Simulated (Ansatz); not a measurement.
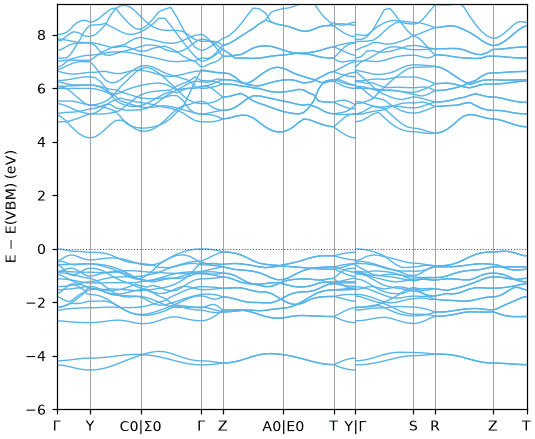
Band structure from r²SCAN+D4 (plane waves, PAW; program Ansatz)

Q: Read off the gap and where the band edges lie.

A: About 4.1 eV (4.15 eV by a search for the band edges); maximum at Γ, minimum at Y.

The material is CaTlBr3 in space group Cmcm (No. 63; Ca on 4a, Tl on 4c, Br on 8f, Br on 4c).

The first step of the workflow began from a Materials Project structure, measured or hypothetical; the Crystallography Open Database copy checked does not list it. Whether it is the stable phase at ambient conditions was not checked. The r²SCAN+D4 relaxation kept the symmetry of its start; its stability against distortions is not shown here. Spin–orbit coupling is left out wherever it is not named.

Potentials: the later of the program's two PAW sets.
